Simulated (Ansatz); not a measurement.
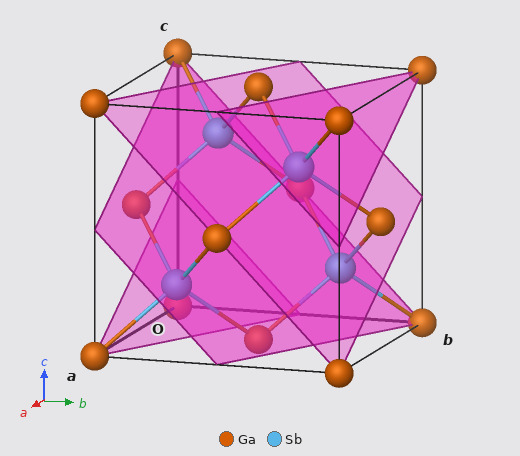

Crystal: GaSb, the geometry relaxed with DFT, PBE, plane waves, PAW in Ansatz 0.2.0; the starting structure was generated, so it need not be a known form of this composition. Every member of one family of equally spaced planes, hx + ky + lz = a whole number, that cuts the unit cell is shaded (one member passes through the origin O, touching the cell only at an edge or corner). Symmetry computed with spglib at a tolerance of 0.002 Å; standard conventional cell.

a = 6.218 Å, b = 6.218 Å, c = 6.218 Å, α = 90.00°, β = 90.00°, γ = 90.00°.

Which (hkl) family is drawn?

Answer. (1 2 2); the opposite sign names the same planes. The member next to the origin meets the axes a at 1, b at 1/2, c at 1/2.

What is the spacing?

Answer. d = 2.073 Å.

Which atoms of the cell lie in these planes (within 0.03 Å)?

Answer. 2 of the 4 Ga.

The space group is No. 216, F-43m. How many reflections hkl are equivalent to this one (itself included), and does it occur?

Answer. 24 reflections are equivalent in the Laue class m-3m. The reflection is systematically absent, by the centring.
